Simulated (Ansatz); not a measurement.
# Calculations on Si4C11

## 1. Relaxation

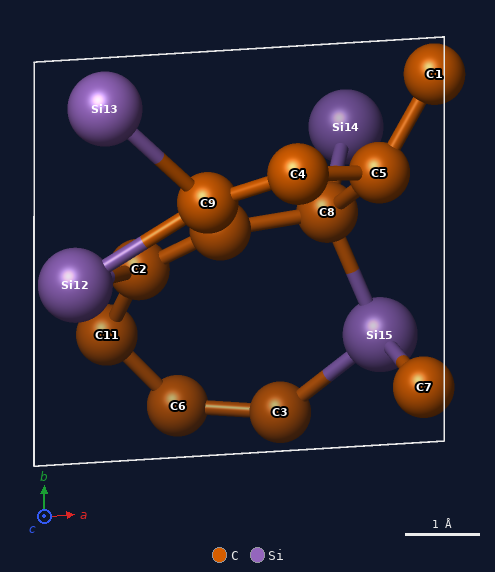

This is the input geometry for a relaxation of an amorphous cell of composition Si4C11 (coarse preliminary run). The picture is a ball-and-stick view of the cell of the calculation, seen along the c axis.

Case: the last frame of the dynamics.

Level of theory: Ansatz 0.2.0, DFT PBE, scalar-relativistic, plane waves, PAW.

The input:
```yaml
crystal:
  lattice:
    - [5.568485, 0.167797, 0.071149]
    - [0.167797, 5.474915, -0.094329]
    - [0.071149, -0.094329, 5.583751]
  atoms:
    - { symbol: C, position: [0.9759169082, 0.9094933203, 0.6895038811] }
    - { symbol: C, position: [0.2557281782, 0.4710911747, 0.3818039699] }
    - { symbol: C, position: [0.6001663891, 0.0962233211, 0.1513989768] }
    - { symbol: C, position: [0.6433673495, 0.6830394496, 0.8422559082] }
    - { symbol: C, position: [0.8414563254, 0.6740539986, 0.6532347464] }
    - { symbol: C, position: [0.3499557848, 0.1278984067, 0.1028312483] }
    - { symbol: C, position: [0.9496357617, 0.1363959125, 0.6023257223] }
    - { symbol: C, position: [0.7144748983, 0.584627155, 0.4049899446] }
    - { symbol: C, position: [0.4233848452, 0.6254926817, 0.7460300702] }
    - { symbol: C, position: [0.4537591596, 0.5570268736, 0.4876134584] }
    - { symbol: C, position: [0.1773564375, 0.3140575073, 0.1949723707] }
    - { symbol: Si, position: [0.1005956549, 0.4416845052, 0.6797883998] }
    - { symbol: Si, position: [0.172745737, 0.8732524717, 0.964103422] }
    - { symbol: Si, position: [0.7601972868, 0.7925470989, 0.1390474577] }
    - { symbol: Si, position: [0.8434866024, 0.2731202999, 0.2943537075] }
  symmetry: { detect: false }
basis:
  ecutwfc: 420
kpoints:
  mp_grid: { grid: [3, 3, 3], shift: [0.0, 0.0, 0.0] }
hamiltonian:
  xc: pbe
scf:
  occupations: { method: gaussian, width: 0.1 }
  lower_state_search: "off"
output:
  forces: true
  stress: true
  eigenvalues: true
relax:
  adjacent_minimum: "off"
  f_tol: 0.04
  max_steps: 70
  cell: { stress_tol: 0.3 }
```

Launched with:
```bash
ansatz run input.yaml --threads 2 --pin off --max-ram 5120MiB --backend cpu --events-out ev --progress --plain --runs-dir out
```

Question: What does the optimiser find from here?

Answer: The energy falls by 0.914 eV per cell of the calculation in 6 accepted moves (8 points after the start). Largest force component: 1.6 eV/Å at the start, 0.029 eV/Å at the end. The pressure goes from −3.98 to −0.12 GPa. The line search rejected the trial step at point 4 of the run. The SCF was repeated once at an unchanged geometry on a basis and grid sized afresh for the cell, which shifted the energy by 4.0 meV per cell of the calculation at most. Si12 moves most relative to the cell: 0.14 Å along [−1 −3 3]. By element the largest moves are Si 0.14 Å, C 0.11 Å. The drawn cell changes as follows: a 5.571 → 5.347 Å (−4.0 %), b 5.478 → 5.624 Å (+2.7 %), c 5.585 → 5.510 Å (−1.3 %), α 91.9° → 92.4°, β 88.6° → 88.8°, γ 86.5° → 87.3°; the volume changes by −2.7 %. Near-neighbour distances that change, for instance: C9–Si13 2.202 → 1.992 Å, Si13–Si14 2.544 → 2.423 Å, C5–Si12 1.878 → 1.983 Å, C5–C8 1.646 → 1.557 Å. Among the angles between lasting bonds that change: C4–C5–Si12 118.1° → 105.8°, C5–Si12–C9 109.5° → 98.1°, C4–C9–Si12 161.0° → 151.2°. Cost: 2 min on 2 threads of Intel(R) Xeon(R) Processor @ 2.50GHz (Skylake/Cascade Lake) (shared host), peak memory 0.47 GiB.

Final geometry:

```
C Si
1.0
     5.34516    0.13258    0.06053
     0.12249    5.62127   -0.11603
     0.05999   -0.12052    5.50884
C Si
11 4
Direct
  0.96731 0.92495 0.68719
  0.25424 0.45430 0.39074
  0.60724 0.09080 0.15407
  0.65082 0.67442 0.84521
  0.84319 0.68620 0.64506
  0.35259 0.11051 0.09988
  0.93566 0.14364 0.60023
  0.71807 0.60271 0.40569
  0.41654 0.64078 0.75322
  0.45026 0.57491 0.48293
  0.17930 0.30045 0.18763
  0.09538 0.42487 0.69771
  0.17923 0.86111 0.94699
  0.77697 0.79288 0.13584
  0.83542 0.27747 0.30188
```

The end point in the same view:

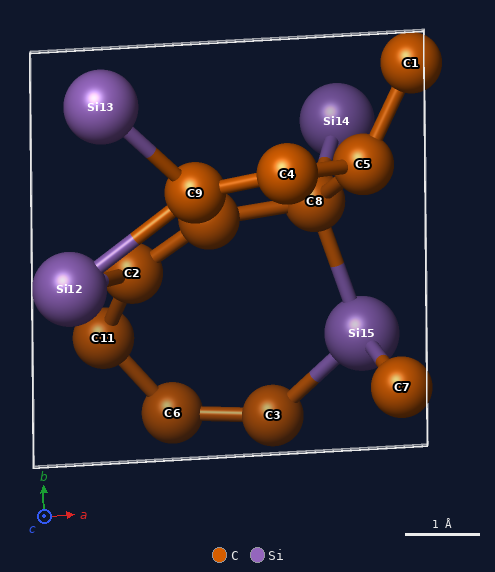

Limits of the set-up: the periodic images lie only 5.5 Å apart, so the values are limited by the cell's size.

## 2. Dynamics

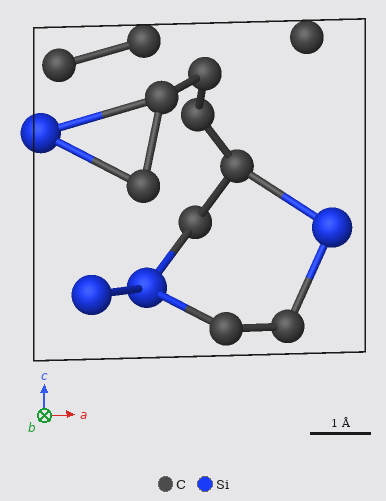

Starting frame of a dynamics run of an amorphous cell of composition Si$_{4}$C$_{11}$ (15 atoms in the cell). It starts from the last geometry of an earlier run, with fresh velocities. Style: ball-and-stick. Shown: the simulation cell, along the b axis. Bonds to atoms that aren't drawn are left out.

The calculation used DFT PBE, scalar-relativistic, plane waves, PAW in Ansatz.

Input file:
```yaml
crystal:
  lattice:
    - [5.568485, 0.167797, 0.071149]
    - [0.167797, 5.474915, -0.094329]
    - [0.071149, -0.094329, 5.583751]
  atoms:
    - { symbol: C, position: [0.0722915815, 0.8972588964, 0.8813381443] }
    - { symbol: C, position: [0.3816163458, 0.1138401543, 0.7762751707] }
    - { symbol: C, position: [0.6089585788, 0.6543377968, 0.5641748069] }
    - { symbol: C, position: [0.761730138, 0.5244405295, 0.0789325987] }
    - { symbol: C, position: [0.8196017272, 0.8056842936, 0.945440503] }
    - { symbol: C, position: [0.4832606307, 0.894245566, 0.3987991908] }
    - { symbol: C, position: [0.3283135451, 0.9322645284, 0.9474610189] }
    - { symbol: C, position: [0.4905353825, 0.5323912488, 0.7217676107] }
    - { symbol: C, position: [0.5761314906, 0.3783626045, 0.0765852885] }
    - { symbol: C, position: [0.5120402004, 0.3324549188, 0.8444136099] }
    - { symbol: C, position: [0.3268474509, 0.0513308299, 0.5117652756] }
    - { symbol: Si, position: [0.0172557652, 0.2037885422, 0.679245333] }
    - { symbol: Si, position: [0.337123352, 0.6309967876, 0.2062666288] }
    - { symbol: Si, position: [0.8956963211, 0.5418438193, 0.372115771] }
    - { symbol: Si, position: [0.1707681255, 0.2596269936, 0.1891996157] }
  symmetry: { detect: false }
basis:
  ecutwfc: 420
  xc_grid: 1
kpoints:
  mp_grid: { grid: [1, 1, 1], shift: [0.25, 0.25, 0.25] }
hamiltonian:
  xc: pbe
scf:
  occupations: { method: fermi_dirac, width: 0.2482 }
  lower_state_search: "off"
  convergence: { dr2_threshold: 1.0e-05 }
output:
  forces: true
  stress: true
md:
  timestep: 2.0
  n_steps: 240
  ensemble: nvt_langevin
  friction: 0.005
  temperature: 2880.0
  initial_velocities: maxwell_boltzmann
  seed: 67531
```

Run as
```bash
ansatz run input.yaml --threads 2 --pin off --max-ram 5120MiB --backend cpu --events-out ev --progress --plain --runs-dir out
```

Question: Predict how the run goes.

Answer: The mean temperature in the second half is 2704 K (standard deviation 591 K). The temperature is still falling (3375 K in the second quarter, 2460 K in the last), so the run isn't equilibrated. The potential energy is still drifting at the end, so the run hasn't reached equilibrium. The potential energy in the second half lies on average 339 meV per atom below the first frame. The mean pressure there is 3.2 GPa. In the second half of the run the atoms are, in the root-mean-square, this far from where they began (common drift taken out): Si 1.64 Å, C 1.18 Å. Against the typical shortest distance between atoms in the first frame, about 1.4 Å these are large excursions, but over 480 fs one can't yet tell strong vibration from the start of diffusion. 7 of the 15 free atoms end more than three quarters of that spacing from the start. Bond changes: 3 C–Si contacts open and close in turn; 3 Si–Si bonds break between 36 fs and 312 fs; 8 C–Si bonds break between 46 fs and 394 fs; 10 C–Si bonds form between 60 fs and 404 fs; 2 Si–Si contacts open and close in turn.

Along the run (each row but the first and the last is the mean over the interval that it begins):

| time (fs) | potential energy (meV/atom) | T (K) | p (GPa) |
| --- | --- | --- | --- |
| 0.0 | 0.0 | 2688 | 3.6 |
| 60.0 | -118.8 | 3188 | 3.9 |
| 120.0 | -190.5 | 3615 | 14.2 |
| 180.0 | -168.6 | 3135 | 7.1 |
| 240.0 | -246.1 | 3324 | 5.8 |
| 300.0 | -272.1 | 2579 | 1.8 |
| 360.0 | -398.2 | 2548 | 5.6 |
| 420.0 | -436.5 | 2372 | -0.2 |
| 480.0 | -492.1 | 2530 | -1.1 |

The paths of the atoms:

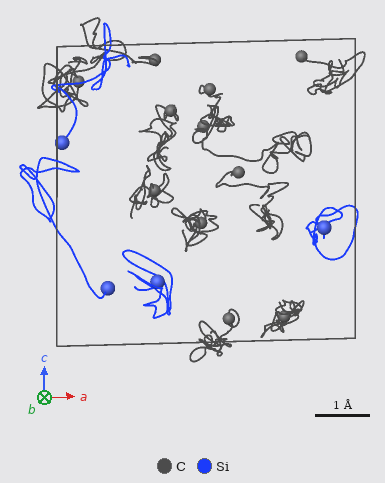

Limits of the set-up: the periodic images lie only 5.5 Å apart, so the values are limited by the cell's size.

## 3. Dynamics

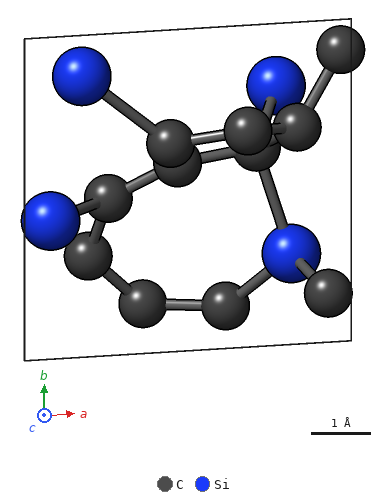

Starting frame of a dynamics run of an amorphous cell of composition Si4C11 (15 atoms in the cell). It starts from the last geometry of an earlier run, with fresh velocities. A ball-and-stick model of the simulation cell, seen along the c axis. Bonds to atoms that aren't drawn are left out.

Level of theory: DFT PBE, scalar-relativistic, plane waves, PAW (Ansatz 0.2.0).

The input:
```yaml
crystal:
  lattice:
    - [5.568485, 0.167797, 0.071149]
    - [0.167797, 5.474915, -0.094329]
    - [0.071149, -0.094329, 5.583751]
  atoms:
    - { symbol: C, position: [0.9674552655, 0.9062056399, 0.6965146305] }
    - { symbol: C, position: [0.2564000702, 0.488616822, 0.4421156038] }
    - { symbol: C, position: [0.6152941119, 0.1322345313, 0.1335608164] }
    - { symbol: C, position: [0.6837696472, 0.6712060529, 0.8659011748] }
    - { symbol: C, position: [0.8342842773, 0.6737337804, 0.6793443185] }
    - { symbol: C, position: [0.3620414249, 0.1547535124, 0.1076269981] }
    - { symbol: C, position: [0.9293328504, 0.1521044017, 0.6261705122] }
    - { symbol: C, position: [0.7094085793, 0.6193612619, 0.4444050676] }
    - { symbol: C, position: [0.447037858, 0.6472254145, 0.7955861929] }
    - { symbol: C, position: [0.4682537378, 0.5855780068, 0.5196879687] }
    - { symbol: C, position: [0.1948748591, 0.3133285215, 0.2624223353] }
    - { symbol: Si, position: [0.0797287529, 0.4294298825, 0.7167006377] }
    - { symbol: Si, position: [0.1752892067, 0.8727721984, 0.9669483202] }
    - { symbol: Si, position: [0.7695424951, 0.8067610156, 0.1581191929] }
    - { symbol: Si, position: [0.8164217087, 0.2824907104, 0.3149327487] }
  symmetry: { detect: false }
basis:
  ecutwfc: 420
  xc_grid: 1
kpoints:
  mp_grid: { grid: [1, 1, 1], shift: [0.25, 0.25, 0.25] }
hamiltonian:
  xc: pbe
scf:
  occupations: { method: fermi_dirac, width: 0.05 }
  lower_state_search: "off"
  convergence: { dr2_threshold: 1.0e-05 }
output:
  forces: true
  stress: true
md:
  timestep: 2.0
  n_steps: 100
  ensemble: nvt_langevin
  friction: 0.015
  temperature: 300.0
  initial_velocities: maxwell_boltzmann
  seed: 67535
```

Launched with:
```bash
ansatz run input.yaml --threads 2 --pin off --max-ram 5120MiB --backend cpu --events-out ev --progress --plain --runs-dir out
```

### Predict how the run goes.

Over the second half the temperature averages 382 K (spread ±77 K). The potential energy in the second half lies on average 105 meV per atom below the first frame. The first frame is far from relaxed (forces up to 8.2 eV/Å), so much of the motion is the structure settling. The mean pressure there is −3.4 GPa. Root-mean-square distances from the starting positions over the second half, with the common drift of all atoms taken out: C 0.20 Å, Si 0.15 Å. That is small against the typical shortest distance between atoms in the first frame, about 1.4 Å: the atoms vibrate about their sites and the arrangement holds.

Along the run (each row but the first and the last is the mean over the interval that it begins):

```json
{"time (fs)": "0.0", "potential energy (meV/atom)": "0.0", "T (K)": "280", "p (GPa)": "-1.6"}
{"time (fs)": "32.0", "potential energy (meV/atom)": "-90.0", "T (K)": "492", "p (GPa)": "-4.1"}
{"time (fs)": "64.0", "potential energy (meV/atom)": "-99.7", "T (K)": "392", "p (GPa)": "-2.6"}
{"time (fs)": "96.0", "potential energy (meV/atom)": "-104.1", "T (K)": "412", "p (GPa)": "-2.4"}
{"time (fs)": "128.0", "potential energy (meV/atom)": "-104.5", "T (K)": "379", "p (GPa)": "-3.1"}
{"time (fs)": "160.0", "potential energy (meV/atom)": "-104.4", "T (K)": "383", "p (GPa)": "-4.4"}
{"time (fs)": "192.0", "potential energy (meV/atom)": "-105.9", "T (K)": "288", "p (GPa)": "-4.0"}
```

The paths of the atoms, magnified 2 times:

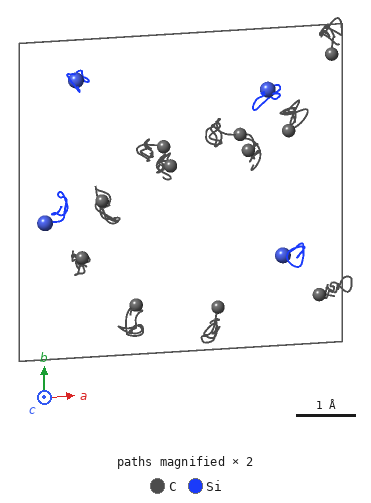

Limits of the set-up: the periodic images lie only 5.5 Å apart, so the values are limited by the cell's size.
